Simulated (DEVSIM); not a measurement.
System: Co/TiO2/p-In0.53Ga0.47As capacitor, at 300 K.

```csv
layer (left to right),material,thickness (nm),Na (cm⁻³)
1,TiO2,3.00,-
2,In0.53Ga0.47As,380,2.2e18
```

Metal gate on the left, work function 5 eV. Fixed charge at the semiconductor interface 1.4e11 cm⁻² (in units of +e); no interface traps.

This is a model device: material constants are rounded textbook-type values typed into the input, and sizes, dopings and lifetimes were drawn at random. Values at 300 K.

```
parameter      TiO2  In0.53Ga0.47As
-------------  ----  --------------
gap (eV)        3.2            0.74
affinity (eV)   3.9            4.51
permittivity     60            13.9
Nc (cm⁻³)         -          2.1e17
Nv (cm⁻³)         -          7.7e18
```

Simulated with DEVSIM: 1D Poisson equation in equilibrium, Boltzmann statistics, complete ionisation; no quantum confinement or tunnelling. Metal contacts follow the ideal Schottky-Mott rule: no Fermi-level pinning, no interface dipoles.

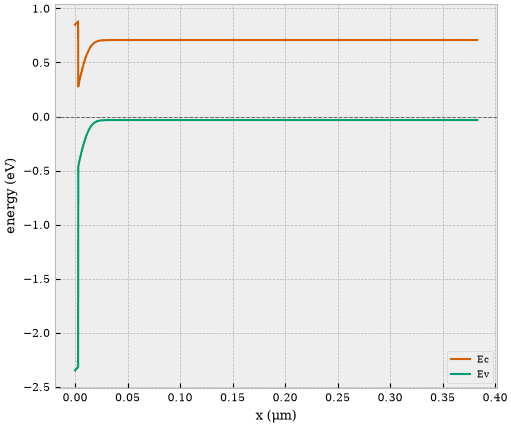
Figure. Band edges at 0.25 V on the gate

Energies count from the Fermi level of the right contact; mesh points crowd at the junctions.

```csv
x (μm),Ec (eV),Ev (eV),n (cm⁻³),p (cm⁻³),field (V/cm)
0.000,0.850,-2.350,< 1e2,< 1e2,110000
0.0006742,0.857,-2.343,< 1e2,< 1e2,110000
0.001427,0.865,-2.335,< 1e2,< 1e2,110000
0.002215,0.874,-2.326,< 1e2,< 1e2,110000
0.003081,0.277,-0.463,4.7e12,1.3e11,480000
0.003973,0.318,-0.422,9.4e11,6.4e11,460000
0.005503,0.385,-0.355,7.2e10,8.3e12,410000
0.009534,0.528,-0.212,2.8e8,2.1e15,300000
0.01504,0.648,-0.092,2700000,2.2e17,140000
0.02447,0.704,-0.036,310000,1.9e18,12000
0.04197,0.708,-0.032,270000,2.2e18,39
0.08327,0.708,-0.032,270000,2.2e18,≈ 0
0.1414,0.708,-0.032,270000,2.2e18,≈ 0
0.2280,0.708,-0.032,270000,2.2e18,≈ 0
0.3097,0.708,-0.032,270000,2.2e18,≈ 0
0.3407,0.708,-0.032,270000,2.2e18,≈ 0
0.3588,0.708,-0.032,270000,2.2e18,≈ 0
0.3699,0.708,-0.032,270000,2.2e18,≈ 0
0.3771,0.708,-0.032,270000,2.2e18,≈ 0
0.3801,0.708,-0.032,270000,2.2e18,≈ 0
0.3818,0.708,-0.032,270000,2.2e18,≈ 0
0.3830,0.708,-0.032,270000,2.2e18,≈ 0
```
